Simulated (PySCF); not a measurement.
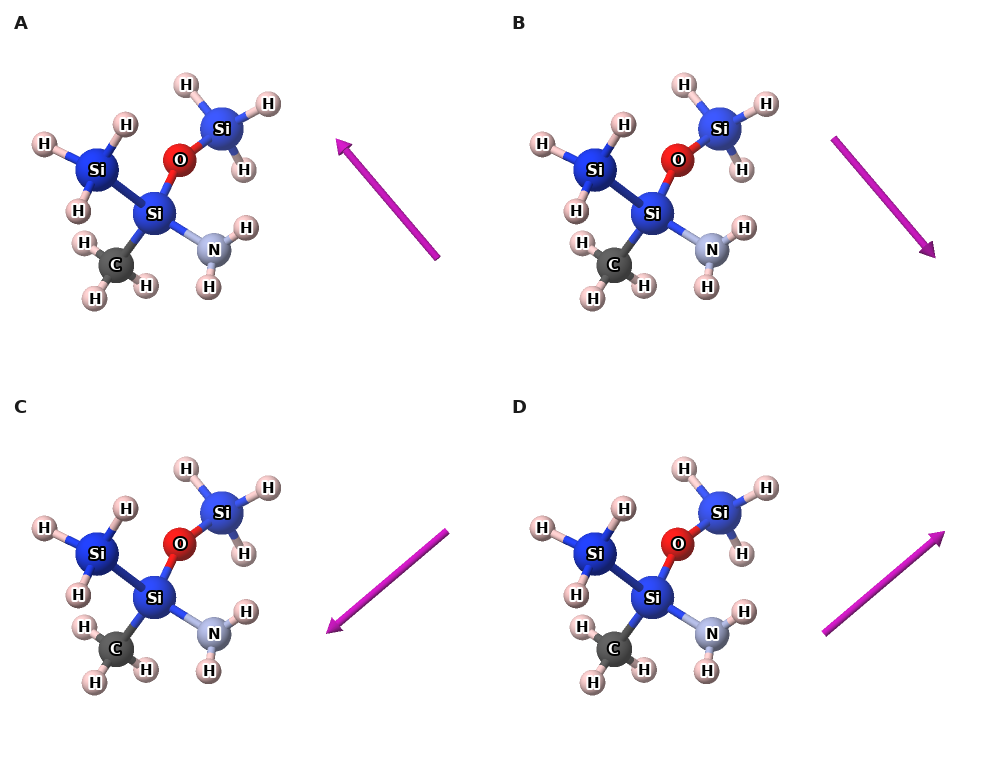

The same molecule four times, each with an arrow. Computed geometry: GFN2-xTB optimisation. No frequency run is at hand to confirm it as a minimum. Properties computed with PBE0/pcSseg-1, gas phase (PySCF 2.14.0).

Which arrow points along the dipole moment, from the negative to the positive end?

B. The dipole moment is 1.42 D.

The geometry is semi-empirical. Around Si such bond lengths and angles can be off by a tenth of an ångström or more and by several degrees, and values that hang on the shape move with them.
